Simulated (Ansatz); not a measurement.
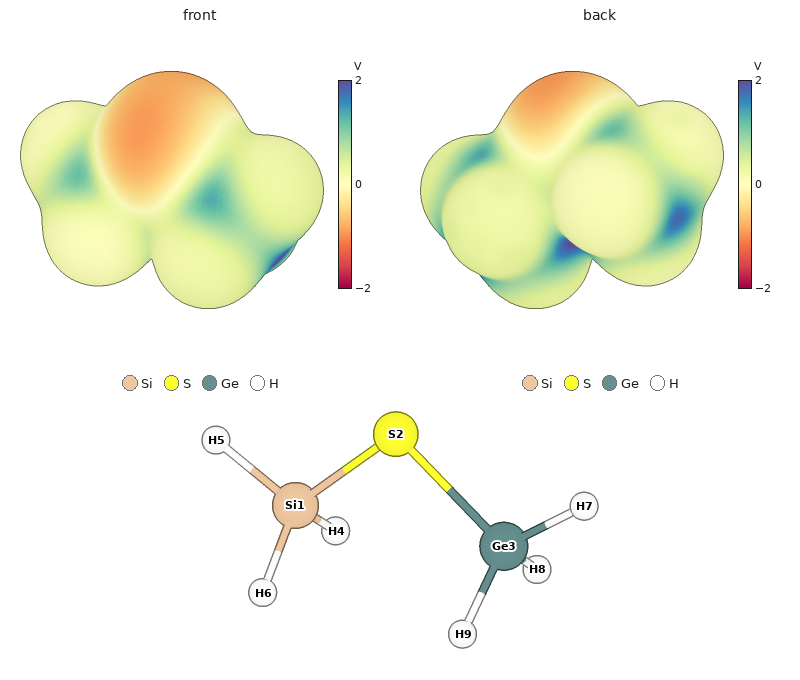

*GeH6SSi. The molecular electrostatic potential painted on the density surface at 0.002 e/bohr³, seen from the front and from behind; the colour scale runs from red (negative) to blue (positive). The bare structure is drawn below in the same view.*

Geometry: PBE0-D4/def2-TZVP.

Theory: isolated molecule in a Gaussian basis; Hartree-Fock in Ansatz 0.2.0.

Input file:

```
crystal:
  periodic: [false, false, false]
  atoms:
    - {symbol: Si, position_ang: [-0.690300, 1.165700, -0.913000]}
    - {symbol: S, position_ang: [1.295500, 0.504400, -0.512700]}
    - {symbol: Ge, position_ang: [0.800800, -1.155800, 0.886500]}
    - {symbol: H, position_ang: [-1.504200, 0.078200, -1.516900]}
    - {symbol: H, position_ang: [-0.573400, 2.297200, -1.864400]}
    - {symbol: H, position_ang: [-1.365000, 1.618900, 0.331700]}
    - {symbol: H, position_ang: [2.145300, -1.774700, 1.284200]}
    - {symbol: H, position_ang: [-0.088700, -2.184900, 0.172000]}
    - {symbol: H, position_ang: [0.068500, -0.595400, 2.115500]}
basis:
  gaussian:
    orbitals: def2-SVP
hamiltonian:
  xc: hf
accuracy: high
output:
  forces: true
  orbitals: {seedname: orbitals}
```

Run with:

```sh
ansatz run job.yaml --threads 1 --pin off --max-ram 2610MiB --events-out events.jsonl --progress --plain --runs-dir runs
```

Q: Where is the surface potential most negative and most positive?

A: The most negative region (about −0.9 V) lies over S2, the most positive (about +1.9 V) over Si1 and Ge3.
